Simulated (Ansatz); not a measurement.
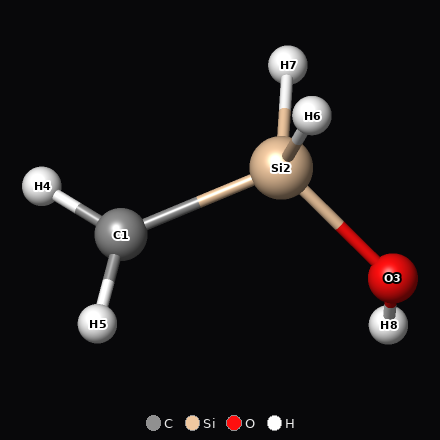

The system is CH5OSi, SMILES [CH2][SiH2]O, spin multiplicity 2; the picture shows the grid point nearest to the relaxed geometry. Two internal coordinates are moved rigidly from the geometry relaxed at PBE0-D4/def2-TZVP, all others fixed. First axis: bond Si2–O3. Second axis: angle Si2–C1–H5. The scan uses a 5 × 5 grid. Points are written as (first, second). Energies are in eV, from the lowest grid point. Method: Ansatz, UKS r2SCAN-D4/def2-TZVPP.

Its coordinates:

```xyz
8

C    -0.8615    0.5178   -0.7914
Si    0.6542   -0.0053    0.1107
O     0.2958   -0.7403    1.5852
H    -0.9708    0.4168   -1.8670
H    -1.7031    0.9915   -0.2933
H     1.4959    1.1609    0.4801
H     1.4309   -0.9124   -0.7805
H    -0.2629   -1.5181    1.5601
```

Range: bond Si2–O3 from 1.485 to 1.980 Å; angle Si2–C1–H5 from 92.5 to 152.5°.

Q: What will the energy surface look like?

A: The lowest grid point is at (1.686 Å, 122.5°). No other kind of well shows on this grid. The highest grid point, (1.980 Å, 92.5°), lies 1.43 eV above the lowest. Round the minimum the two coordinates are nearly uncoupled.

```tsv
angle Si2–C1–H5 ↓, bond Si2–O3 →	1.485	1.567	1.686	1.826	1.980
152.5	1.05	0.58	0.46	0.77	1.38
137.5	0.70	0.24	0.11	0.44	1.05
122.5	0.58	0.12	0.00	0.33	0.94
107.5	0.68	0.22	0.11	0.45	1.08
92.5	1.00	0.55	0.45	0.80	1.43
```

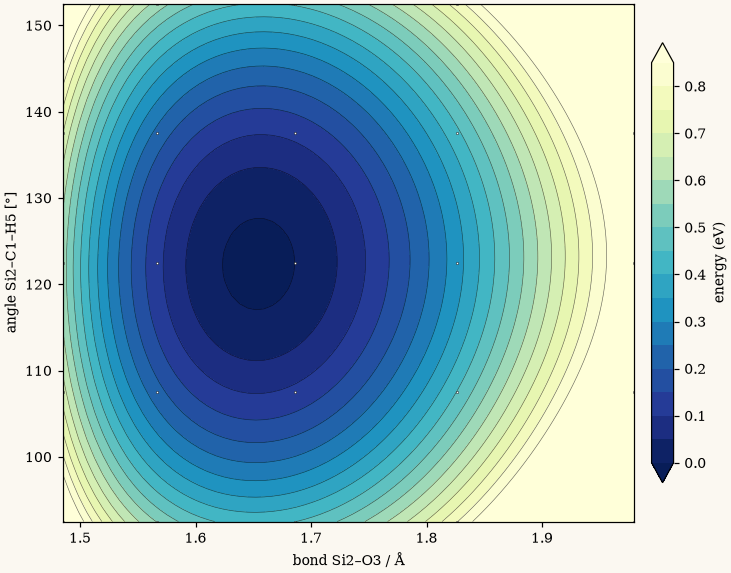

The picture shows filled contours, dots at the grid points, one colour for all values above the top of the scale. Between grid points the surface is interpolated.
